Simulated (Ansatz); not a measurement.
The relaxation started from an entry of Materials Project.

One stationary structure of Sr2H3I. Space group P-3m1 (No. 164). Calculation: r2SCAN (plane waves to 500 eV, PAW, scalar-relativistic; Ansatz, a program for electronic structure).

```cif
data_H3ISr2
_chemical_formula_sum 'Sr2 H3 I1'
_space_group_name_H-M_alt 'P 1'
_space_group_IT_number 1
_cell_length_a 4.23655
_cell_length_b 4.23655
_cell_length_c 7.67236
_cell_angle_alpha 90.000
_cell_angle_beta 90.000
_cell_angle_gamma 120.000
loop_
_space_group_symop_operation_xyz
  'x, y, z'
loop_
_atom_site_label
_atom_site_type_symbol
_atom_site_fract_x
_atom_site_fract_y
_atom_site_fract_z
_atom_site_occupancy
Sr1 Sr 0.66667 0.33333 0.67851 1
Sr2 Sr 0.33333 0.66667 0.32149 1
H1 H 0.00000 0.00000 0.50000 1
H2 H 0.66667 0.33333 0.35688 1
H3 H 0.33333 0.66667 0.64312 1
I1 I 0.00000 0.00000 0.00000 1
```

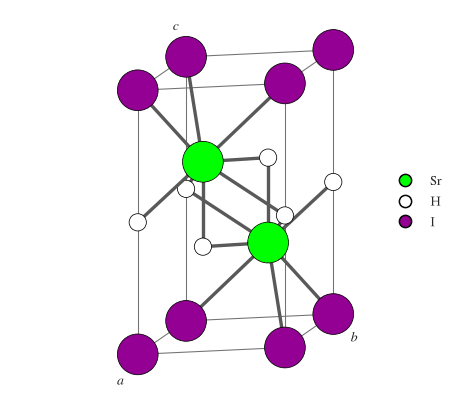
The conventional cell of the relaxed structure

For Sr2H3I, the volume per atom is 19.88 Å³ and the band gap comes out as 2.65 eV, indirect (valence top at A, conduction bottom at 46 % of the way from H to A) (no spin-orbit coupling). The smallest direct gap is 3.23 eV at A and the shortest distances is H–Sr 2.46 Å; H–H 2.68 Å; I–Sr 3.47 Å. The k-mesh comes out as 9×9×5.

No spin polarisation in the result. Spin-orbit coupling is missing; with elements this heavy it can move band edges by tenths of an eV or more.

The run could not lose the symmetry of its start; a randomly shaken copy of 6 atoms returns to this structure.
